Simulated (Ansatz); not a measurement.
# U-revPBE/STO-3G run of OF (Oxygen monofluoride)

Aim: the vertical electron affinity of OF (Oxygen monofluoride) at U-revPBE/STO-3G, from 2 runs. 

Program for the calculation: Ansatz 0.2.0.

43 further runs of the same task are left out: 6 that didn't finish, 37 set aside as unsound or not needed.

## 1. The molecule

OF: 2 atoms, total charge 0, spin state doublet. SMILES: `[O]F`. The shape is that of a GFN2-xTB optimisation.

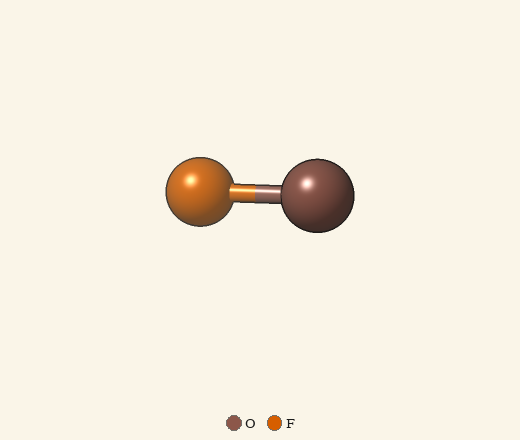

Viewed from a chosen angle; oxygen brown, fluorine orange.

## 2. The energy at U-revPBE/STO-3G

Input file input.yaml:

```yaml
crystal:
  periodic: [false, false, false]
  atoms:
    - {symbol: O, position_ang: [0.000000, 0.000000, 0.000000]}
    - {symbol: F, position_ang: [0.000000, 0.000000, 1.298450]}
basis:
  gaussian: {orbitals: STO-3G}
hamiltonian: {xc: {name: revPBE}}
magnetization: {spin_polarized: true, initial_magnetization: 1}
accuracy: high
```

Launch:

```bash
$ ansatz run input.yaml --threads 1 --pin off --max-ram 2610MiB --events-out events.jsonl --progress --plain --runs-dir runs
```

Log:

```text
Warning: RAYON_NUM_THREADS=1 ignored (pool sized by the plan → 1); use --threads N
Functional definition: revPBE
  name "revPBE"
  parameter kappa = 1.245
  parameter beta = 0.06672455060314922
  exchange = pbe_x(kappa = kappa, mu = beta*pi^2/3)
  correlation = pbe_c(beta = beta)
149 factors; integrals over basis functions are off by at most 4.4e-8 eV
mean field evaluation 1: about -4689.4983 eV, gradient 1.8e1 eV
mean field evaluation 2: about -4685.4674 eV, gradient 2.8e1 eV
mean field evaluation 4: about -4691.5358 eV, gradient 1.8e-1 eV
mean field evaluation 8: about -4691.5062 eV, gradient 1.1e-2 eV
mean field evaluation 16: about -4691.5062 eV, gradient 5.3e-8 eV
mean field -4691.50619856 eV, -172.4096727798 hartree, gradient 5.3e-8 eV, S^2 0.750327; 1 other end points of the search recorded, 0 dependent functions left out
reference -4691.50619916 eV, -172.4096728020 hartree; 9, 8 occupied and 1, 2 virtual orbitals, 149 factors
Total energy: -4691.50619916 eV, -172.4096728020 hartree
```

Wall time 0.77 s (1 thread of Arm Neoverse V1, shared host).

## 3. The singlet anion

Input file input.yaml:

```yaml
crystal:
  periodic: [false, false, false]
  atoms:
    - {symbol: O, position_ang: [0.000000, 0.000000, 0.000000]}
    - {symbol: F, position_ang: [0.000000, 0.000000, 1.298450]}
basis:
  gaussian:
    orbitals: STO-3G
total_charge: -1
hamiltonian:
  xc: {name: revPBE}
accuracy: high
```

Launch:

```bash
$ ansatz run input.yaml --threads 1 --pin off --max-ram 2610MiB --events-out events.jsonl --progress --plain --runs-dir runs
```

Log:

```text
Warning: RAYON_NUM_THREADS=1 ignored (pool sized by the plan → 1); use --threads N
Functional definition: revPBE
  name "revPBE"
  parameter kappa = 1.245
  parameter beta = 0.06672455060314922
  exchange = pbe_x(kappa = kappa, mu = beta*pi^2/3)
  correlation = pbe_c(beta = beta)
149 factors; integrals over basis functions are off by at most 4.4e-8 eV
mean field evaluation 1: about -4681.4501 eV, gradient 2.9e1 eV
mean field evaluation 2: about -4681.4288 eV, gradient 2.7e1 eV
mean field evaluation 4: about -4684.1604 eV, gradient 1.2e-1 eV
mean field evaluation 8: about -4684.1361 eV, gradient 2.0e-4 eV
mean field -4684.13605711 eV, -172.1388250773 hartree, gradient 1.1e-8 eV, S^2 0.000000; 0 other end points of the search recorded, 0 dependent functions left out
reference -4684.13605772 eV, -172.1388250996 hartree; 9, 9 occupied and 1, 1 virtual orbitals, 149 factors
Total energy: -4684.13605772 eV, -172.1388250996 hartree
```

Run time: 0.34 s. Hardware: 1 thread of Arm Neoverse V1, shared host.

## 4. Summary of results

Level: U-revPBE/STO-3G.

| quantity | value |
| --- | --- |
| doublet OF: total energy | -172.40967 Eh |
| doublet OF: ⟨S²⟩ | 0.750 |
| singlet anion: total energy | -172.13883 Eh |
| vertical electron affinity (to the singlet anion) | -7.370 eV |

**Reading.** The anion lies 7.37 eV (711 kJ/mol) above the neutral: the electron isn't bound at this level, and such a value depends on the basis. Without diffuse functions anions come out too high. In a minimal basis such a difference can be off by several eV, whatever the method.
